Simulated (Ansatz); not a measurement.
# Calculations on C₂H₄FNSi

## 1. Relaxation

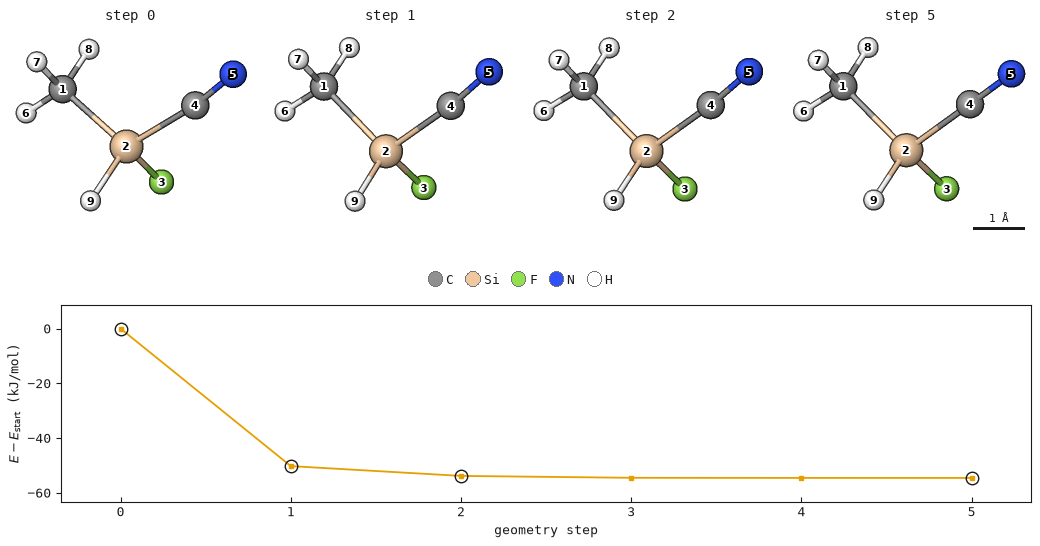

Frames of a relaxation of C2H4FNSi, marked on the history of the run. Style: ball-and-stick. Shown at a tilt.

The run prepares an end point of a later path (torsion) calculation, from a guessed geometry.

Method: RKS revPBE-D4/STO-3G in Ansatz. Set-up: no spin polarisation; force threshold 0.015 eV/Å; at most 40 steps.

> Describe the path.

The largest move after the best rigid fit is that of F3, 0.17 Å. Largest moves by element: F 0.17 Å, C 0.11 Å, Si 0.08 Å, H 0.07 Å, N 0.03 Å. Some distances before and after: C1–H6 1.025 → 1.105 Å, Si2–F3 1.587 → 1.652 Å, Si2–H9 1.533 → 1.467 Å, C1–Si2 1.840 → 1.886 Å. Among the angles between lasting bonds that change: C1–Si2–C4 116.1° → 108.0°, Si2–C4–N5 172.7° → 179.4°, C1–Si2–F3 105.3° → 111.7°. After 5 geometry steps the energy has fallen by 54.6 kJ/mol. The largest force component goes from 5.4 to 0.012 eV/Å. From step 0 to 1: F3 moves most (0.13 Å), energy −50.2 kJ/mol. From step 1 to 2: F3 moves most (0.04 Å), energy −3.58 kJ/mol. From step 2 to 5: N5 moves most (0.06 Å), energy −0.74 kJ/mol.

```
step  E − E(0), kJ/mol  largest force component, eV/Å
   0              0.00                         5.4460
   1            -50.23                         1.1036
   2            -53.81                         0.3896
   3            -54.50                         0.0422
   4            -54.55                         0.0222
   5            -54.55                         0.0119
```

Limits of the set-up: STO-3G is a minimal basis, so the numbers are rough.

## 2. Relaxation

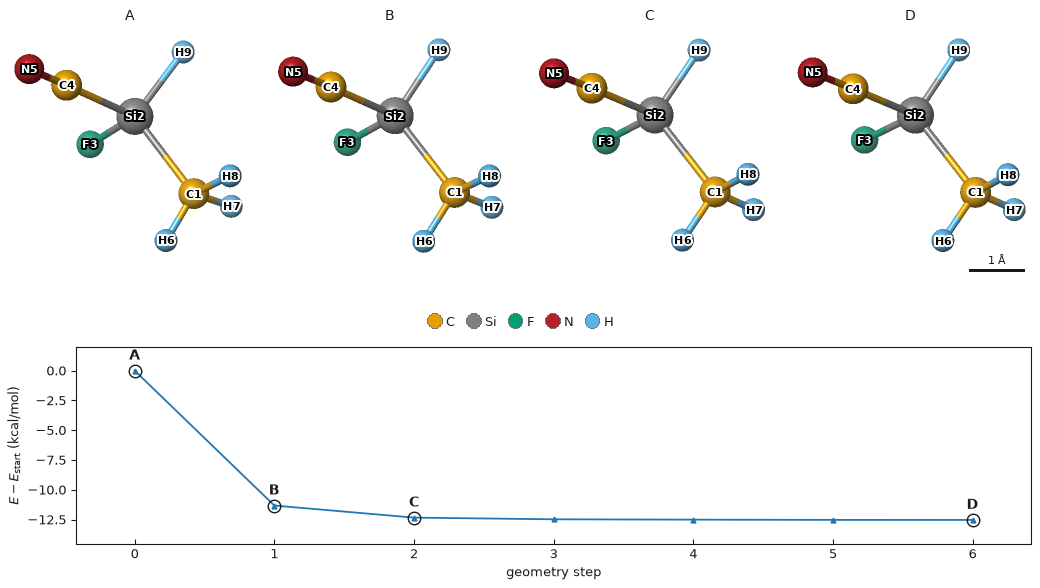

Frames of a relaxation of C₂H₄FNSi, marked on the history of the run. The picture is a ball-and-stick view, seen from a free direction.

The run prepares an end point of a later path (torsion) calculation, from a guessed geometry.

Computed with RKS revPBE-D4/STO-3G (Ansatz).

The input:
```yaml
crystal:
  periodic: [false, false, false]
  atoms:
    - { symbol: C, position_ang: [-0.6766, -1.0723, -0.1173] }
    - { symbol: Si, position_ang: [0.6138, 0.1642, 0.3223] }
    - { symbol: F, position_ang: [0.64648, 0.18862, 1.90836] }
    - { symbol: C, position_ang: [2.35732, -0.21277, -0.27057] }
    - { symbol: "N", position_ang: [3.37637, -0.52926, -0.74539] }
    - { symbol: H, position_ang: [-0.4968, -2.0155, 0.2401] }
    - { symbol: H, position_ang: [-1.658, -0.7209, 0.3034] }
    - { symbol: H, position_ang: [-0.8086, -1.0743, -1.2213] }
    - { symbol: H, position_ang: [0.17528, 1.54406, -0.18014] }
basis:
  gaussian: { orbitals: STO-3G }
hamiltonian:
  xc: revpbe
  dispersion: d4
relax:
  f_tol: 0.015
  max_steps: 40
```

Command:
```bash
ansatz run input.yaml --threads 1 --pin off --max-ram 2048MiB --backend cpu --events-out ev --progress --plain --runs-dir out
```

Describe the path.

Answer. The energy falls by 12.5 kcal/mol in 6 geometry steps. Largest force component: 5.4 eV/Å at the start, 0.011 eV/Å at the end. The largest move after the best rigid fit is that of F3, 0.19 Å. Largest moves by element: F 0.19 Å, C 0.14 Å, H 0.11 Å, Si 0.11 Å, N 0.09 Å. Near-neighbour distances that change, for instance: C1–H6 1.025 → 1.104 Å, Si2–F3 1.587 → 1.653 Å, Si2–H9 1.533 → 1.467 Å, C1–Si2 1.840 → 1.886 Å. Bond angles that change, for instance: C1–Si2–C4 116.1° → 108.0°, Si2–C4–N5 172.7° → 179.4°, C1–Si2–F3 105.3° → 111.7°. The run took 15 s on 1 thread of Intel(R) Xeon(R) Processor @ 2.70GHz, on a shared host, peak memory 0.15 GiB. From step 0 to 1: F3 moves most (0.13 Å), energy −11.3 kcal/mol. From step 1 to 2: H7 moves most (0.06 Å), energy −1.01 kcal/mol. From step 2 to 6: N5 moves most (0.04 Å), energy −0.19 kcal/mol.

Limits of the set-up: STO-3G is a minimal basis, so the numbers are rough.

## 3. Path

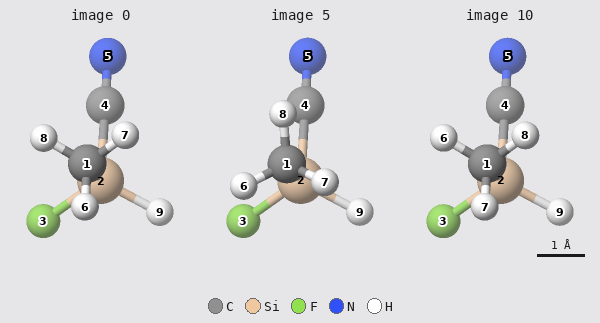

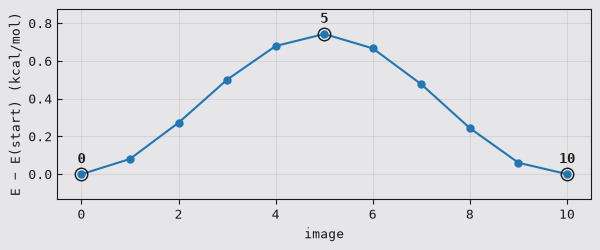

NEB run on C2H4FNSi. Images are numbered from 0 (start) to 10 (end). The picture is a ball-and-stick view, seen from a free direction.

Theory: RKS revPBE-D4/STO-3G (Ansatz).

The input:
```yaml
crystal:
  periodic: [false, false, false]
  atoms:
    - { symbol: C, position_ang: [-0.726958, -1.028324, -0.137599] }
    - { symbol: Si, position_ang: [0.681621, 0.127432, 0.349263] }
    - { symbol: F, position_ang: [2.11941, -0.349867, -0.310507] }
    - { symbol: C, position_ang: [0.277397, 1.830942, -0.295503] }
    - { symbol: "N", position_ang: [0.012856, 2.931656, -0.7259] }
    - { symbol: H, position_ang: [-0.54846, -2.051609, 0.239324] }
    - { symbol: H, position_ang: [-1.679778, -0.668695, 0.290887] }
    - { symbol: H, position_ang: [-0.845321, -1.081891, -1.234348] }
    - { symbol: H, position_ang: [0.797732, 0.244155, 1.807282] }
basis:
  gaussian: { orbitals: STO-3G }
hamiltonian:
  xc: revpbe
  dispersion: d4
neb:
  order_check: false
  images: 9
  f_tol: 0.05
  max_iterations: 60
  initial_path: idpp
  final_atoms:
    - { symbol: C, position_ang: [-0.73267813, -1.02615754, -0.12792981] }
    - { symbol: Si, position_ang: [0.60998682, 0.16732566, 0.44676633] }
    - { symbol: F, position_ang: [2.12322909, -0.42380901, 0.14420656] }
    - { symbol: C, position_ang: [0.40560908, 1.7642531, -0.49666748] }
    - { symbol: "N", position_ang: [0.27230352, 2.79417685, -1.1198108] }
    - { symbol: H, position_ang: [-0.65313202, -1.23366913, -1.20960985] }
    - { symbol: H, position_ang: [-0.66566829, -1.9873988, 0.41273857] }
    - { symbol: H, position_ang: [-1.73200369, -0.59590354, 0.06413604] }
    - { symbol: H, position_ang: [0.46085261, 0.49498143, 1.86906944] }
```

Run as
```bash
ansatz run input.yaml --threads 1 --pin off --max-ram 2048MiB --backend cpu --events-out ev --progress --plain --runs-dir out
```

> Describe the mechanism and the energy profile.

The two ends have the same energy, and the highest point, image 5, lies 0.74 kcal/mol above the start. The motion is a rotation about the C1–Si2 bond by about 120°. No bond forms or breaks between the ends. The band converged in 4 iterations, with a climbing image at the top. At the top, the vibrational analysis gives one imaginary mode (116i cm⁻¹), as a transition state must have.

Limits of the set-up: STO-3G is a minimal basis, so the numbers are rough.
